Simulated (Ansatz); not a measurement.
**CH3Al (SMILES C[Al]) at SVWN5/cc-pVTZ**

Aim: the vertical ionisation energy of CH3Al at SVWN5/cc-pVTZ, from 2 runs. 

The calculation is run with Ansatz 0.2.0.

68 further runs of the same task are left out: 68 set aside as unsound or not needed.

**1. Starting point**

CH3Al has 5 atoms, charge 0, and is taken as a singlet. As SMILES, `C[Al]`. Geometry: relaxed at PBE0-D4/def2-TZVP.

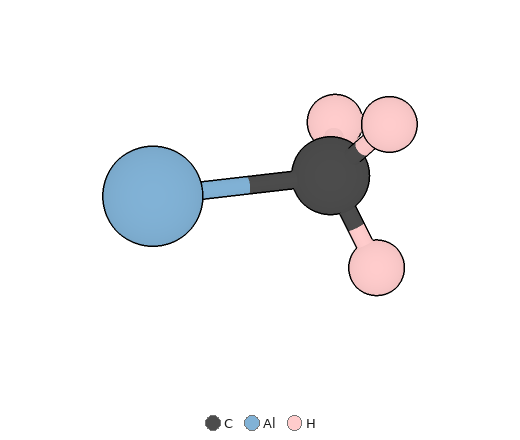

The structure, seen from a chosen angle (carbon dark grey, aluminium light blue, hydrogen pink).

**2. A single-point energy at SVWN5/cc-pVTZ**

File job.yaml:

```yaml
crystal:
  periodic: [false, false, false]
  atoms:
    - {symbol: C, position_ang: [-0.131220, -0.057510, 0.054000]}
    - {symbol: Al, position_ang: [1.572690, 0.689240, -0.647230]}
    - {symbol: H, position_ang: [-0.230740, -1.127460, -0.171770]}
    - {symbol: H, position_ang: [-0.205100, 0.049890, 1.144270]}
    - {symbol: H, position_ang: [-1.005630, 0.445840, -0.379270]}
basis:
  gaussian:
    orbitals: cc-pVTZ
magnetization:
  spin_polarized: false
hamiltonian:
  xc: {name: SVWN5}
accuracy: high
output: {orbitals: {seedname: orbitals}}
```

Command:

```
$ ansatz run job.yaml --threads 1 --pin off --max-ram 3480MiB --events-out events.jsonl --progress --plain --runs-dir runs
```

The log of the run:

```text
Warning: RAYON_NUM_THREADS=1 ignored (pool sized by the plan → 1); use --threads N
Functional definition: SVWN5
  name "SVWN5"
  exchange = slater_x
  correlation = vwn5_c
1819 factors; integrals over basis functions are off by at most 3.2e-9 eV
mean field evaluation 1: about -7632.2769 eV, gradient 6.9e1 eV
mean field evaluation 2: about -7586.2807 eV, gradient 1.1e2 eV
mean field evaluation 4: about -7643.2256 eV, gradient 5.6e0 eV
mean field evaluation 8: about -7643.3885 eV, gradient 1.5e-1 eV
mean field evaluation 16: about -7643.3887 eV, gradient 2.3e-6 eV
mean field -7643.38867023 eV, -280.8893527560 hartree, gradient 2.4e-8 eV, S^2 0.000000; 0 other end points of the search recorded, 0 dependent functions left out
reference -7643.38867298 eV, -280.8893528571 hartree; 11, 11 occupied and 95, 95 virtual orbitals, 1819 factors
Total energy: -7643.38867298 eV, -280.8893528571 hartree
```

Wall time 1.9 s (1 thread of Intel Xeon 6975P-C (Granite Rapids), shared host); peak memory 0.24 GiB.

**3. The doublet cation at the same level**

File input.yaml:

```yaml
basis:
  gaussian:
    orbitals: cc-pVTZ
crystal:
  periodic: [false, false, false]
  atoms:
    - {symbol: C, position_ang: [-0.131220, -0.057510, 0.054000]}
    - {symbol: Al, position_ang: [1.572690, 0.689240, -0.647230]}
    - {symbol: H, position_ang: [-0.230740, -1.127460, -0.171770]}
    - {symbol: H, position_ang: [-0.205100, 0.049890, 1.144270]}
    - {symbol: H, position_ang: [-1.005630, 0.445840, -0.379270]}
output:
  orbitals: {seedname: orbitals}
total_charge: 1
hamiltonian:
  xc: {name: SVWN5}
accuracy: high
magnetization:
  spin_polarized: true
  initial_magnetization: 1
```

Command:

```
$ ansatz run input.yaml --threads 1 --pin off --max-ram 3480MiB --events-out events.jsonl --progress --plain --runs-dir runs
```

The log of the run:

```text
Warning: RAYON_NUM_THREADS=1 ignored (pool sized by the plan → 1); use --threads N
[... 4 set-up lines as earlier in the session ...]
1819 factors; integrals over basis functions are off by at most 3.2e-9 eV
mean field evaluation 1: about -7611.1899 eV, gradient 7.1e1 eV
mean field evaluation 2: about -7456.5743 eV, gradient 1.1e2 eV
mean field evaluation 4: about -7634.8309 eV, gradient 1.1e1 eV
mean field evaluation 8: about -7635.5784 eV, gradient 2.5e-1 eV
mean field evaluation 16: about -7635.5787 eV, gradient 5.2e-6 eV
mean field -7635.57870010 eV, -280.6023416477 hartree, gradient 9.2e-8 eV, S^2 0.751927; 0 other end points of the search recorded, 0 dependent functions left out
reference -7635.57870317 eV, -280.6023417602 hartree; 11, 10 occupied and 95, 96 virtual orbitals, 1819 factors
Total energy: -7635.57870317 eV, -280.6023417602 hartree
```

It took 2.1 s on 1 thread of Intel Xeon 6975P-C (Granite Rapids), shared host; peak memory 0.27 GiB.

**4. Outcome**

Level: SVWN5/cc-pVTZ.

| quantity | value |
| --- | --- |
| singlet CH3Al: total energy | -280.88935 Eh |
| singlet CH3Al: HOMO energy | -4.71 eV |
| singlet CH3Al: LUMO energy | -2.20 eV |
| singlet CH3Al: HOMO–LUMO gap | 2.51 eV |
| doublet cation: total energy | -280.60234 Eh |
| doublet cation: HOMO energy (highest over α and β) | -12.07 eV |
| doublet cation: LUMO energy (lowest over α and β) | -10.93 eV |
| doublet cation: ⟨S²⟩ | 0.752 |
| vertical ionisation energy (to the doublet cation) | 7.810 eV |

In words: The vertical ionisation energy comes to 7.81 eV (180 kcal/mol). −ε(HOMO) before ionisation, 4.71 eV, is 3.10 eV below this ionisation energy.
